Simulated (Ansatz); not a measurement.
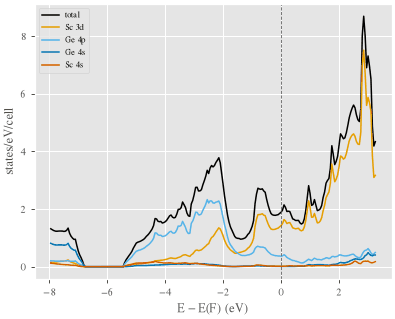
Fig. 1. Total and projected density of states of ScGe in space group Cmcm (No. 63; Sc on 4c, Ge on 4c), the program Ansatz at the r²SCAN level (PAW)

Which orbitals carry the states next to the Fermi level?

Within 0.5 eV of the Fermi level: Sc 3d 75 %, Ge 4p 19 %. Projections are on Löwdin-orthogonalised atomic valence shells; empty p or d shells of many metals are not among them.

Where is the tallest occupied peak in this window, and what makes it?

Near -2.1 eV, about 3.8 states/eV per cell; the largest projected share is Ge 4p.

The workflow started from a Materials Project entry (that database holds measured and hypothetical structures alike); the Crystallography Open Database copy checked does not list it. Whether it is the stable phase at ambient conditions was not checked. The cell was relaxed with r²SCAN under the symmetry of its start; whether a distortion lowers the energy is not shown. No spin polarisation was allowed. Scalar-relativistic: spin–orbit coupling is off unless named, which matters more the heavier the elements.

Potentials: the later of the program's two PAW sets.
